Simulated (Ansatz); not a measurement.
# Run report: C2H7N3Si, single-point calculation

System: C2H7N3Si, SMILES NC1=NCN1[SiH3].
Method: RKS wB97M-V/def2-TZVPP (Ansatz 0.2.0).

The geometry comes from this level: PBE0-D4/def2-TZVP. Figures and captions count atoms from 1; the log counts them from 0 in places.

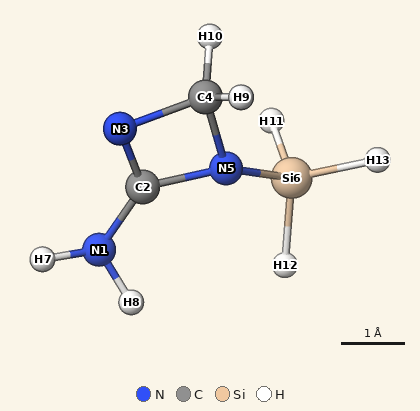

**Figure 1.** The input geometry (ball-and-stick view, seen at a tilt; atoms are numbered from 1 in the order of the input). Bond lengths as drawn: C–H 1.09 Å, C–N 1.29 to 1.49 Å, H–N 1.01 Å, H–Si 1.48 to 1.49 Å and N–Si 1.73 Å.

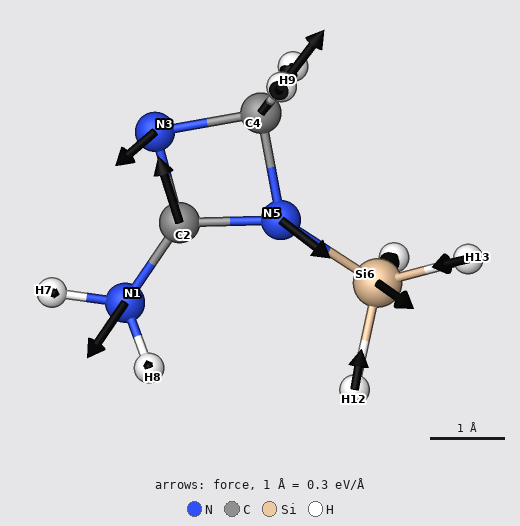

**Figure 2.** Forces on the atoms as black arrows (ball-and-stick view, seen at a tilt; atoms are numbered from 1 in the order of the input). The largest act on C4 (0.44 eV/Å); C2 (0.29 eV/Å); N1 (0.28 eV/Å); N5 (0.26 eV/Å), among others. The geometry is not a stationary point of this energy.

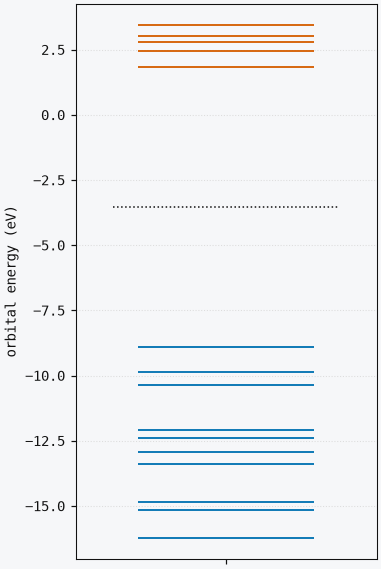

**Figure 3.** Orbital energies near the frontier; the dotted line parts filled from empty levels, and levels within 0.02 eV of each other stand side by side. Highest filled −8.89 eV, lowest empty 1.83 eV, 10.72 eV apart.

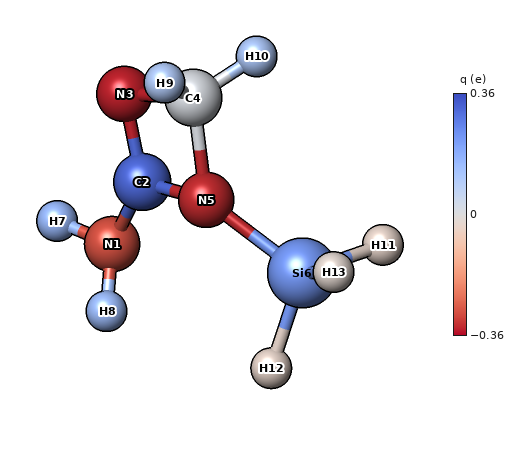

**Figure 4.** Mulliken charges, as the colour of each atom (ball-and-stick view, seen at a tilt; atoms are numbered from 1 in the order of the input). By element: N −0.34 to −0.29, C +0.01 to +0.31, Si +0.22 and H −0.03 to +0.15 e.

These pictures come from the run below.

**Input file**
```yaml
crystal:
  periodic: [false, false, false]
  atoms:
    - {symbol: N, position_ang: [-0.506628, -1.209024, -1.618395]}
    - {symbol: C, position_ang: [0.187490, -0.179047, -1.064608]}
    - {symbol: N, position_ang: [1.228641, 0.469975, -1.473511]}
    - {symbol: C, position_ang: [1.171909, 1.172515, -0.183920]}
    - {symbol: N, position_ang: [-0.055920, 0.404554, 0.170048]}
    - {symbol: Si, position_ang: [-0.662911, -0.200295, 1.671457]}
    - {symbol: H, position_ang: [-0.283212, -1.376091, -2.586822]}
    - {symbol: H, position_ang: [-1.491835, -1.239151, -1.411140]}
    - {symbol: H, position_ang: [0.994603, 2.247737, -0.263493]}
    - {symbol: H, position_ang: [2.018402, 0.963587, 0.476825]}
    - {symbol: H, position_ang: [0.256258, -1.150062, 2.359319]}
    - {symbol: H, position_ang: [-1.939016, -0.901482, 1.376026]}
    - {symbol: H, position_ang: [-0.897279, 0.962083, 2.562916]}
basis:
  gaussian: {orbitals: def2-TZVPP}
hamiltonian: {xc: {name: wB97M-V}}
output: {forces: true, orbitals: {seedname: orbitals}}
```

Launch command:
```bash
ansatz run in.yaml --threads 4 --pin off --events-out ev --progress --plain --max-ram 10444MiB
```

**The program's output**
```
Functional definition: wB97M-V
  name "wB97M-V"
  cite "Mardirossian & Head-Gordon, J. Chem. Phys. 144, 214110 (2016) doi:10.1063/1.4952647"
  cite "Becke, J. Chem. Phys. 107, 8554 (1997) doi:10.1063/1.475007"
  cite "Vydrov & Van Voorhis, J. Chem. Phys. 133, 244103 (2010) doi:10.1063/1.3521275"
  # Of w^i u^j: cxij and so on, Table III.
  parameter omega = 0.3/bohr
  parameter cx = 0.15
  parameter cx01 = 1.007
  parameter cx10 = 0.259
  parameter css00 = 0.443
  parameter css04 = -1.437
  parameter css10 = -4.535
  parameter css20 = -3.390
  parameter css43 = 4.278
  parameter cos00 = 1.000
  parameter cos10 = 1.358
  parameter cos20 = 2.924
  parameter cos21 = -8.812
  parameter cos60 = -1.390
  parameter cos61 = 9.142
  parameter b = 6.0
  parameter c = 0.01
  gx(w, u) = 1 - cx + cx01*u + cx10*w
  gss(w, u) = css00 + css04*u^4 + css10*w + css20*w^2 + css43*w^4*u^3
  gos(w, u) = cos00 + cos10*w + (cos20 + cos21*u)*w^2 + (cos60 + cos61*u)*w^6
  exchange = spin_sum(e_x_unif_sr(omega)*gx(b97_w, b97_u_x)) + cx*exact_x_sr(omega) + exact_x_lr(omega)
  correlation = spin_sum(e_c_pw_mod_same_spin*gss(b97_w, b97_u_same))
      + integral(e_c_pw_mod_opposite_spin*gos(b97_w_opposite, b97_u_opposite)) + vv10(b, c)
1529 factors; their error is unknown
367 factors; integrals over basis functions are off by at most 1.1e-5 eV
mean field evaluation 1: about -14528.1061 eV, gradient 5.8e1 eV
mean field evaluation 2: about -14529.5992 eV, gradient 5.2e1 eV
mean field evaluation 4: about -14534.6567 eV, gradient 3.4e0 eV
mean field evaluation 8: about -14534.6894 eV, gradient 6.4e-2 eV
mean field evaluation 16: about -14534.6827 eV, gradient 4.1e-4 eV
mean field -14534.68271091 eV, -534.1397376643 hartree, gradient 4.3e-5 eV, S^2 0.000000; 0 other end points of the search recorded, 0 dependent functions left out
the calculation of the forces begins
reference -14534.68276578 eV, -534.1397396806 hartree; 27, 27 occupied and 268, 268 virtual orbitals, 1529 factors
Total energy: -14534.68276578 eV, -534.1397396806 hartree
Atom 0 at    -0.506628    -1.209024    -1.618395 Å, force    -0.149755    -0.206552    -0.120018 eV/Å
Atom 1 at     0.187490    -0.179047    -1.064608 Å, force     0.229771     0.140080    -0.103367 eV/Å
Atom 2 at     1.228641     0.469975    -1.473511 Å, force    -0.075936    -0.161056    -0.131875 eV/Å
Atom 3 at     1.171909     1.172515    -0.183920 Å, force     0.217276     0.322953     0.202378 eV/Å
Atom 4 at    -0.055920     0.404554     0.170048 Å, force    -0.172591    -0.001128     0.190289 eV/Å
Atom 5 at    -0.662911    -0.200295     1.671457 Å, force    -0.078919    -0.069584     0.169255 eV/Å
Atom 6 at    -0.283212    -1.376091    -2.586822 Å, force    -0.012704     0.006946     0.030697 eV/Å
Atom 7 at    -1.491835    -1.239151    -1.411140 Å, force     0.031243     0.009707    -0.009606 eV/Å
Atom 8 at     0.994603     2.247737    -0.263493 Å, force     0.017056    -0.112387     0.008784 eV/Å
Atom 9 at     2.018402     0.963587     0.476825 Å, force    -0.083380     0.013499    -0.065585 eV/Å
Atom 10 at     0.256258    -1.150062     2.359319 Å, force    -0.103857     0.117411    -0.089453 eV/Å
Atom 11 at    -1.939016    -0.901482     1.376026 Å, force     0.148707     0.078310     0.027446 eV/Å
Atom 12 at    -0.897279     0.962083     2.562916 Å, force     0.033088    -0.138198    -0.108945 eV/Å
Dipole moment:    -0.460901    -0.131631     0.158599 e Å
```

**Summary**

```tsv
quantity	value
outcome	converged
total energy	−14534.6828 eV
SCF solution under orbital rotations	stable
HOMO	−8.89 eV
LUMO	1.83 eV
largest force (length of the vector)	0.439 eV/Å
dipole moment	2.43 D
hardware	4 threads of Arm Neoverse V1, 23 GiB of memory available, shared host
wall time	17 s (CPU time 61 s)
peak memory	1.2 GiB
```
